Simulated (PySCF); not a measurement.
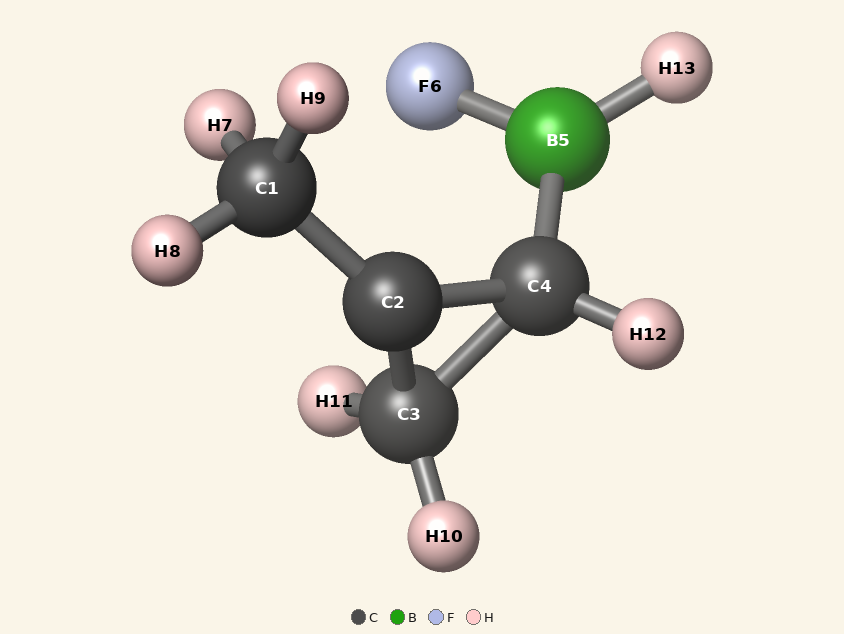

Charge 0, doublet. Computed geometry: GFN2-xTB optimisation. No frequency run is at hand to confirm it as a minimum. Level of theory: UKS B3LYP, pcH-1 on B C F H, non-relativistic (PySCF 2.14.0).

Give the isotropic hyperfine couplings (Fermi-contact term alone) of C1, C2, C3, C4, B5, F6, H7, H8, H9, H10, H11, H12, H13.

```tsv
atom	isotope	a_iso (MHz)
C1	13C	−2.5
C2	13C	284.2
C3	13C	−11.3
C4	13C	−18.4
B5	11B	25.8
F6	19F	16.5
H7	1H	137.0
H8	1H	27.5
H9	1H	20.0
H10	1H	67.8
H11	1H	53.4
H12	1H	85.2
H13	1H	2.7
```

The geometry is semi-empirical. Around B such bond lengths and angles can be off by a tenth of an ångström or more and by several degrees, and values that hang on the shape move with them.
